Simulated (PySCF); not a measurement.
# QCISD(T)/STO-3G run of BH2Cl (SMILES [H]B([H])Cl)

Aim: the energy change on altering one bond length of BH2Cl at QCISD(T)/STO-3G, from 2 runs. Input form: a Python script.

The results are computed with PySCF 2.14.0.

8 further runs of the same task are left out: 8 set aside as unsound or not needed.

**1. The system as given**

The species is BH2Cl (4 atoms), meant as a singlet with charge 0. As SMILES, `[H]B([H])Cl`. The shape is that of a GFN2-xTB optimisation.

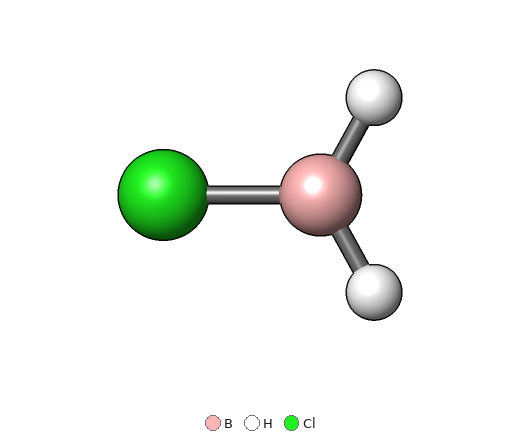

Viewed from a chosen angle; boron pink, hydrogen white, chlorine green.

**2. A single-point energy at QCISD(T)/STO-3G**

Input file calc.py:

```python
from pyscf import gto, cc

mol = gto.M(
    atom='B 0.069310 0.114420 -0.000410; H 1.240090 0.070720 0.015540; H -0.512130 1.131590 -0.018950; Cl -0.797280 -1.316740 0.003830',
    basis='sto-3g',
    max_memory=1860,
    verbose=4,
)

mf = mol.RHF()
mf.conv_tol = 1e-10
mf.kernel()
if not mf.converged:
    mf = mf.newton().run(mf.mo_coeff, mf.mo_occ)

mycc = cc.QCISD(mf, frozen=6)
mycc.kernel()
e_t = mycc.qcisd_t()
energy = mycc.e_tot + e_t
print(f'total energy: {energy:.8f} hartree')
```

The run is started by

```sh
$ OMP_NUM_THREADS=1 python calc.py
```

Log:

```text
PySCF version 2.14.0

[INPUT] num. atoms = 4
[INPUT] num. electrons = 24
[INPUT] charge = 0
[INPUT] spin (= nelec alpha-beta = 2S) = 0
[INPUT] symmetry False subgroup None
[INPUT] Mole.unit = angstrom
[INPUT] Symbol           X                Y                Z      unit          X                Y                Z       unit  Magmom
[INPUT]  1 B      0.069310000000   0.114420000000  -0.000410000000 AA    0.130976917694   0.216222463173  -0.000774787711 Bohr   0.0
[INPUT]  2 H      1.240090000000   0.070720000000   0.015540000000 AA    2.343430469812   0.133641431529   0.029366343976 Bohr   0.0
[INPUT]  3 H     -0.512130000000   1.131590000000  -0.018950000000 AA   -0.967785440174   2.138395185297  -0.035810310061 Bohr   0.0
[INPUT]  4 Cl    -0.797280000000  -1.316740000000   0.003830000000 AA   -1.506640844593  -2.488277977260   0.007237651057 Bohr   0.0

nuclear repulsion = 38.9580455955621
number of shells = 10
number of NR pGTOs = 48
number of NR cGTOs = 16
basis = sto-3g
ecp = {}

******** <class 'pyscf.scf.hf.RHF'> ********
method = RHF
initial guess = minao
damping factor = 0
level_shift factor = 0
DIIS = <class 'pyscf.scf.diis.CDIIS'>
diis_start_cycle = 1
diis_space = 8
diis_damp = 0
SCF conv_tol = 1e-10
SCF conv_tol_grad = None
SCF max_cycles = 50
direct_scf = True
direct_scf_tol = 1e-13
Set gradient conv threshold to 1e-05
Initial guess from minao.
init E= -479.897695928067
  HOMO = -0.31701211287328  LUMO = 0.133728988831637  gap/eV = 12.26529
cycle= 1 E= -480.088203957799  delta_E= -0.191  |g|= 0.272  |ddm|=  2.1
  HOMO = -0.371683950891625  LUMO = 0.159390090525704  gap/eV = 14.45126
cycle= 2 E= -480.123042576665  delta_E= -0.0348  |g|= 0.0574  |ddm|= 0.574
  HOMO = -0.390891959125071  LUMO = 0.214946279146165  gap/eV = 16.48570
cycle= 3 E= -480.124456601184  delta_E= -0.00141  |g|= 0.0142  |ddm|= 0.102
  HOMO = -0.391294471908262  LUMO = 0.212466122313697  gap/eV = 16.42916
cycle= 4 E= -480.124575130003  delta_E= -0.000119  |g|= 0.00132  |ddm|= 0.0366
  HOMO = -0.391039018880252  LUMO = 0.212461737452739  gap/eV = 16.42209
cycle= 5 E= -480.124576963708  delta_E= -1.83e-06  |g|= 0.000389  |ddm|= 0.00412
  HOMO = -0.391035853304411  LUMO = 0.212499267456599  gap/eV = 16.42303
cycle= 6 E= -480.124577113242  delta_E= -1.5e-07  |g|= 3.23e-05  |ddm|= 0.0015
  HOMO = -0.391033398806283  LUMO = 0.212492819980905  gap/eV = 16.42278
cycle= 7 E= -480.12457711411  delta_E= -8.68e-10  |g|= 2.63e-06  |ddm|= 0.00011
  HOMO = -0.391033726285272  LUMO = 0.212493341906161  gap/eV = 16.42281
cycle= 8 E= -480.124577114114  delta_E= -3.87e-12  |g|= 1.61e-07  |ddm|= 6.25e-06
  HOMO = -0.391033714245397  LUMO = 0.212493385258915  gap/eV = 16.42281
Extra cycle  E= -480.124577114113  delta_E= 1.14e-13  |g|= 3.65e-08  |ddm|= 3.24e-07
converged SCF energy = -480.124577114113

******** <class 'pyscf.cc.qcisd.QCISD'> ********
QCISD nocc = 6, nmo = 10
frozen orbitals 6
max_cycle = 50
direct = 0
conv_tol = 1e-07
conv_tol_normt = 1e-05
diis_space = 6
diis_start_cycle = 0
diis_start_energy_diff = 1e+09
Init t2, MP2 energy = -480.168054882646  E_corr(MP2) -0.0434777685330155
Init E_corr(QCISD) = -0.043477768533016
cycle = 1  E_corr(QCISD) = -0.0525239244189691  dE = -0.00904615589  norm(t1,t2) = 0.0386687
cycle = 2  E_corr(QCISD) = -0.0563808808959712  dE = -0.00385695648  norm(t1,t2) = 0.0144532
cycle = 3  E_corr(QCISD) = -0.0584486539268079  dE = -0.00206777303  norm(t1,t2) = 0.00735833
cycle = 4  E_corr(QCISD) = -0.0587096372601663  dE = -0.000260983333  norm(t1,t2) = 0.00196067
cycle = 5  E_corr(QCISD) = -0.0586256628805191  dE = 8.39743796e-05  norm(t1,t2) = 0.000797508
cycle = 6  E_corr(QCISD) = -0.0586269771746361  dE = -1.31429412e-06  norm(t1,t2) = 0.000100427
cycle = 7  E_corr(QCISD) = -0.0586258807999884  dE = 1.09637465e-06  norm(t1,t2) = 1.66907e-05
cycle = 8  E_corr(QCISD) = -0.0586261632399784  dE = -2.8243999e-07  norm(t1,t2) = 4.96358e-06
cycle = 9  E_corr(QCISD) = -0.0586261367212374  dE = 2.6518741e-08  norm(t1,t2) = 1.37109e-06
QCISD converged
E(QCISD) = -480.1832032508347  E_corr = -0.0586261367212374
QCISD(T) correction = -0.00105928605546035
total energy: -480.18426254 hartree
```

Wall time 0.93 s (1 thread of Arm Neoverse V1, shared host); peak memory 0.12 GiB.

**3. The distorted shape, same level**

Input file calc.py:

```python
from pyscf import gto, scf, cc

system = gto.M(
    atom='B 0.534467 -0.699324 0.014422; H 1.705247 -0.743024 0.030372; H -0.512130 1.131590 -0.018950; Cl -0.332123 -2.130484 0.018662',
    basis='sto-3g',
    verbose=4,
    max_memory=1860,
)

myscf = scf.RHF(system)
myscf.conv_tol = 1e-10
myscf.kernel()
if not myscf.converged:
    myscf = myscf.newton().run(myscf.mo_coeff, myscf.mo_occ)

mycc = cc.QCISD(myscf, frozen=6)
mycc.kernel()
e_t = mycc.qcisd_t()
e_final = mycc.e_tot + e_t
print('Final energy', e_final)
```

The run is started by

```sh
$ OMP_NUM_THREADS=1 python calc.py
```

Log:

```text
PySCF version 2.14.0

[INPUT] num. atoms = 4
[INPUT] num. electrons = 24
[INPUT] charge = 0
[INPUT] spin (= nelec alpha-beta = 2S) = 0
[INPUT] symmetry False subgroup None
[INPUT] Mole.unit = angstrom
[INPUT] Symbol           X                Y                Z      unit          X                Y                Z       unit  Magmom
[INPUT]  1 B      0.534467000000  -0.699324000000   0.014422000000 AA    1.009996252618  -1.321530832335   0.027253630168 Bohr   0.0
[INPUT]  2 H      1.705247000000  -0.743024000000   0.030372000000 AA    3.222449804736  -1.404111863979   0.057394761855 Bohr   0.0
[INPUT]  3 H     -0.512130000000   1.131590000000  -0.018950000000 AA   -0.967785440174   2.138395185297  -0.035810310061 Bohr   0.0
[INPUT]  4 Cl    -0.332123000000  -2.130484000000   0.018662000000 AA   -0.627621509669  -4.026031272768   0.035266068937 Bohr   0.0

nuclear repulsion = 36.9822565105345
number of shells = 10
number of NR pGTOs = 48
number of NR cGTOs = 16
basis = sto-3g
ecp = {}

******** <class 'pyscf.scf.hf.RHF'> ********
method = RHF
initial guess = minao
damping factor = 0
level_shift factor = 0
DIIS = <class 'pyscf.scf.diis.CDIIS'>
diis_start_cycle = 1
diis_space = 8
diis_damp = 0
SCF conv_tol = 1e-10
SCF conv_tol_grad = None
SCF max_cycles = 50
direct_scf = True
direct_scf_tol = 1e-13
Set gradient conv threshold to 1e-05
[... 1 set-up line as earlier in the session ...]
init E= -479.588072791513
  HOMO = -0.189939460792948  LUMO = 0.108994429566869  gap/eV = 8.13441
cycle= 1 E= -479.839198066129  delta_E= -0.251  |g|= 0.355  |ddm|= 2.12
  HOMO = -0.275757438614187  LUMO = 0.0985648062266004  gap/eV = 10.18583
cycle= 2 E= -479.902786338969  delta_E= -0.0636  |g|= 0.153  |ddm|= 0.925
  HOMO = -0.276751974182704  LUMO = 0.207208502769424  gap/eV = 13.16924
cycle= 3 E= -479.914141461345  delta_E= -0.0114  |g|= 0.026  |ddm|= 0.284
  HOMO = -0.285543231328695  LUMO = 0.210024886387584  gap/eV = 13.48510
cycle= 4 E= -479.91466481003  delta_E= -0.000523  |g|= 0.00265  |ddm|= 0.0735
  HOMO = -0.283535077553646  LUMO = 0.209362484529755  gap/eV = 13.41243
cycle= 5 E= -479.914669954761  delta_E= -5.14e-06  |g|= 0.000543  |ddm|= 0.00673
  HOMO = -0.283871182268722  LUMO = 0.209416799302147  gap/eV = 13.42305
cycle= 6 E= -479.914670256101  delta_E= -3.01e-07  |g|= 0.000116  |ddm|= 0.00187
  HOMO = -0.283804262834098  LUMO = 0.20941330471409  gap/eV = 13.42113
cycle= 7 E= -479.914670267925  delta_E= -1.18e-08  |g|= 1.95e-05  |ddm|= 0.000384
  HOMO = -0.283804710522695  LUMO = 0.209407400489904  gap/eV = 13.42099
cycle= 8 E= -479.914670268334  delta_E= -4.09e-10  |g|= 3.02e-06  |ddm|= 6.92e-05
  HOMO = -0.283803985277635  LUMO = 0.209407712682822  gap/eV = 13.42097
cycle= 9 E= -479.914670268344  delta_E= -9.55e-12  |g|= 2.24e-07  |ddm|= 1.06e-05
  HOMO = -0.28380403212199  LUMO = 0.209407750887352  gap/eV = 13.42098
Extra cycle  E= -479.914670268343  delta_E= 1.14e-13  |g|= 7e-08  |ddm|= 5.04e-07
converged SCF energy = -479.914670268343

******** <class 'pyscf.cc.qcisd.QCISD'> ********
QCISD nocc = 6, nmo = 10
frozen orbitals 6
max_cycle = 50
direct = 0
conv_tol = 1e-07
conv_tol_normt = 1e-05
diis_space = 6
diis_start_cycle = 0
diis_start_energy_diff = 1e+09
Init t2, MP2 energy = -479.993762693845  E_corr(MP2) -0.0790924255012896
Init E_corr(QCISD) = -0.0790924255012924
cycle = 1  E_corr(QCISD) = -0.102632354483615  dE = -0.023539929  norm(t1,t2) = 0.0996278
cycle = 2  E_corr(QCISD) = -0.114034632752666  dE = -0.0114022783  norm(t1,t2) = 0.0461468
cycle = 3  E_corr(QCISD) = -0.122137138868907  dE = -0.00810250612  norm(t1,t2) = 0.0212348
cycle = 4  E_corr(QCISD) = -0.122479424328519  dE = -0.00034228546  norm(t1,t2) = 0.00293076
cycle = 5  E_corr(QCISD) = -0.122438047842679  dE = 4.13764858e-05  norm(t1,t2) = 0.00146827
cycle = 6  E_corr(QCISD) = -0.122524184691677  dE = -8.6136849e-05  norm(t1,t2) = 0.000382095
cycle = 7  E_corr(QCISD) = -0.122541172566606  dE = -1.69878749e-05  norm(t1,t2) = 0.000102181
cycle = 8  E_corr(QCISD) = -0.122536363162579  dE = 4.80940403e-06  norm(t1,t2) = 2.88387e-05
cycle = 9  E_corr(QCISD) = -0.122535793656767  dE = 5.69505813e-07  norm(t1,t2) = 7.97368e-06
cycle = 10  E_corr(QCISD) = -0.122536004472999  dE = -2.10816232e-07  norm(t1,t2) = 3.06949e-06
cycle = 11  E_corr(QCISD) = -0.122535990129459  dE = 1.43435398e-08  norm(t1,t2) = 4.49934e-07
QCISD converged
E(QCISD) = -480.0372062584729  E_corr = -0.1225359901294589
QCISD(T) correction = -0.00223620378840306
Final energy -480.0394424622613
```

Wall time 0.89 s (1 thread of Arm Neoverse V1, shared host); peak memory 0.1 GiB.

**4. Outcome**

Level: QCISD(T)/STO-3G, 6 core orbitals frozen.

| quantity | value |
| --- | --- |
| first shape: total energy | -480.18426 Eh |
| first shape: dipole moment (Hartree–Fock density) | 1.22 D |
| first shape: HOMO energy (Hartree–Fock orbitals) | -10.64 eV |
| first shape: LUMO energy (Hartree–Fock orbitals) | 5.78 eV |
| first shape: HOMO–LUMO gap (Hartree–Fock orbitals) | 16.42 eV |
| first shape: correlation energy (6 core orbitals frozen) | -59.7 mEh |
| first shape: (T) correction | -1.06 mEh |
| first shape: T1 diagnostic | 0.014 |
| distorted shape: total energy | -480.03944 Eh |
| distorted shape: dipole moment (Hartree–Fock density) | 0.97 D |
| distorted shape: HOMO energy (Hartree–Fock orbitals) | -7.72 eV |
| distorted shape: LUMO energy (Hartree–Fock orbitals) | 5.70 eV |
| distorted shape: HOMO–LUMO gap (Hartree–Fock orbitals) | 13.42 eV |
| distorted shape: correlation energy (6 core orbitals frozen) | -124.8 mEh |
| distorted shape: (T) correction | -2.24 mEh |
| distorted shape: T1 diagnostic | 0.016 |
| energy change with the B1–H3 bond stretched from 1.172 to 2.109 Å | 3.941 eV |

In words: With the B1–H3 bond stretched from 1.172 to 2.109 Å the energy rises by 3.94 eV (91 kcal/mol). The first shape isn't relaxed at this level, so the change isn't measured from a minimum. The minimal basis adds a large error of its own. Mulliken charges (first shape) of the mean-field density run from -0.20 on Cl4 to +0.27 on B1. The triples (first shape) make up 1.8 % of the correlation energy. Mulliken charges (distorted shape) of the mean-field density run from -0.18 on Cl4 to +0.29 on B1; they depend strongly on the basis. The triples (distorted shape) make up 1.8 % of the correlation energy.
